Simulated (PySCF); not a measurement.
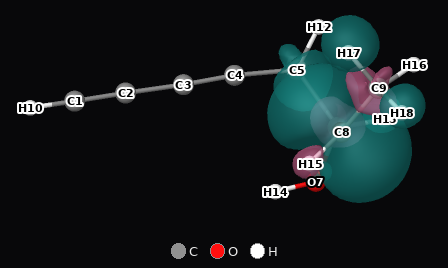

Figure. C₈H₉O (SMILES C#CC#CC[C@H](O)[CH]C) (doublet). Isosurfaces of the spin density (α minus β) at +0.015 (teal) and −0.015 e/Å³ (pink), seen from one side.

Geometry: GFN2-xTB.

All numbers below come from UKS B3LYP, pcH-1 on C H O, non-relativistic, mean-field spin-orbit, GIAO (PySCF 2.14.0, density-fitted response routines).

```csv
atom,x (Å),y (Å),z (Å)
C,4.3513,-0.9732,-0.0813
C,3.2100,-0.7655,-0.4054
C,1.9191,-0.5183,-0.7491
C,0.7695,-0.3369,-1.0725
C,-0.6020,-0.0236,-1.3740
C,-1.1375,1.1075,-0.4161
O,-0.4711,2.3169,-0.6805
C,-1.0518,0.6885,0.9978
C,-1.9545,-0.3282,1.5740
H,5.3449,-1.1608,0.1940
H,-0.6822,0.3362,-2.4036
H,-1.2261,-0.9117,-1.2542
H,-2.1828,1.2860,-0.7034
H,0.4509,2.2217,-0.4135
H,-0.1919,0.9991,1.5683
H,-2.8542,-0.4442,0.9726
H,-1.4603,-1.3057,1.6437
H,-2.2402,-0.0552,2.5914
```

### Which atoms carry the spin?

The unpaired spin (1 electron) lies mostly on C8 (about 0.7), in electrons by Hirshfeld's partition.
